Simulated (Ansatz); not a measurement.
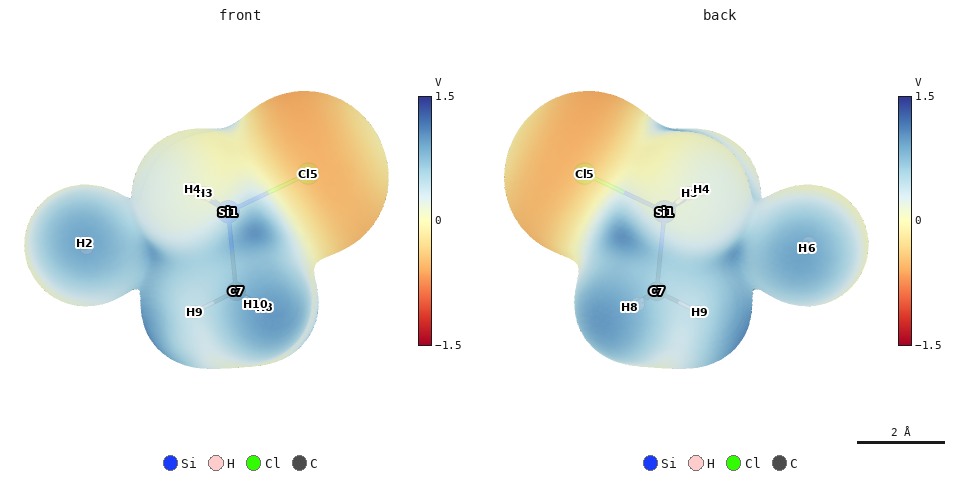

Figure. CH₅ClSi···H₂. The molecular electrostatic potential painted on the density surface at 0.002 e/bohr³, seen from the front and from behind; red is negative and blue positive.

The product side of a reaction path; geometry: PBE0-D4/def2-TZVP.

Theory: RKS PBE0-D4/def2-TZVPP (Ansatz).

```xyz
10

Si   -0.4665    0.8255    0.2597
H    -1.4032   -2.1522   -1.1310
H    -0.8275    1.0980   -1.1527
H    -1.5375    0.0232    0.8993
Cl   -0.4049    2.6430    1.2336
H    -1.1332   -1.8945   -1.7776
C     1.1885   -0.0057    0.3971
H     1.9680    0.6098   -0.0565
H     1.1677   -0.9710   -0.1157
H     1.4486   -0.1759    1.4437
```

Question: Where is the surface potential most negative and most positive?

Answer: The most negative region (about −0.6 V) lies over Cl5, the most positive (about +1.0 V) over Si1, H8, H9 and H10.
